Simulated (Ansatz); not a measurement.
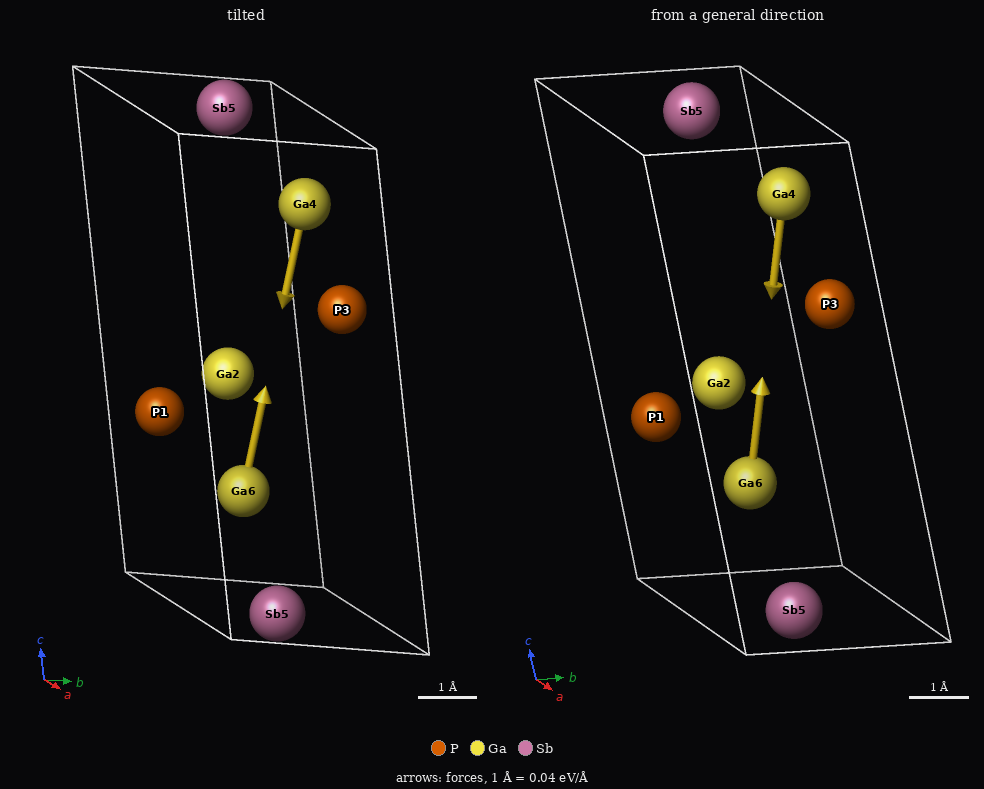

We look at a spheres-only model of the crystal slightly off an axis and from a general direction. The box is the cell (the run's own, in a reduced setting); atoms on or close to its faces, edges and corners are drawn wherever they repeat. The arrows are the computed forces on the atoms.

System: Ga$_{3}$SbP$_{2}$. All computed values are from DFT, PBE with spin-orbit coupling, plane waves, PAW (Ansatz). Settings: a cutoff energy of 420 eV, k-points about 0.22 Å⁻¹ apart, Fermi-Dirac smearing of 0.02 eV, no moments seeded, so the run stays non-magnetic, spinor wavefunctions.

Q: Are the atoms in equilibrium?

A: No. The atoms still feel forces of up to about 0.06 eV/Å, above a usual threshold of 0.01 to 0.03 eV/Å.

Q: Which atom is furthest from force balance?

A: Ga4 and Ga6, about 0.06 eV/Å.

It goes back to a structure type filled with these elements by a generator (whether the compound takes this form wasn't checked). Earlier steps of the study may have refined or changed the cell and positions. It was run through Ansatz as a DFT input.
